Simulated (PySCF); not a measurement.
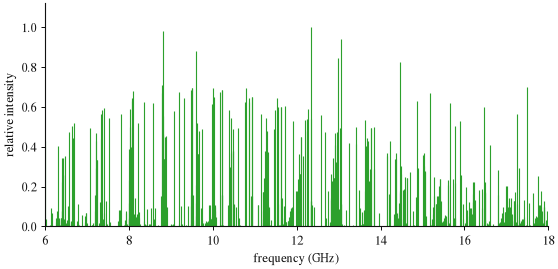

C₆H₇F₃OSi₂, SMILES O=C(C1=C[SiH2]C=C[SiH2]1)C(F)(F)F. Simulated rotational absorption lines between 6 and 18 GHz at 2 K: rigid rotor with the equilibrium constants and dipole of one optimised conformer (PBE0-D3(BJ)/def2-SVP, PySCF), commonest isotopes; no centrifugal distortion, hyperfine structure, internal rotation or nuclear-spin weights; lines within 1 MHz of each other are summed.

### What are the rotational constants, and what kind of rotor is it?

Rotational constants A, B, C = 1.315, 0.4426, 0.3545 GHz; Ray's κ = −0.82, an asymmetric top on the prolate side.

### Which dipole components drive the lines?

|μa|, |μb|, |μc| = 2.83, 1.45, 0.03 D; a-type lines carry 77 % of the intensity in this range.

Known limits of this run: coarse grid, loose stop and no frequency check, small forces are noise and the end may be a saddle.
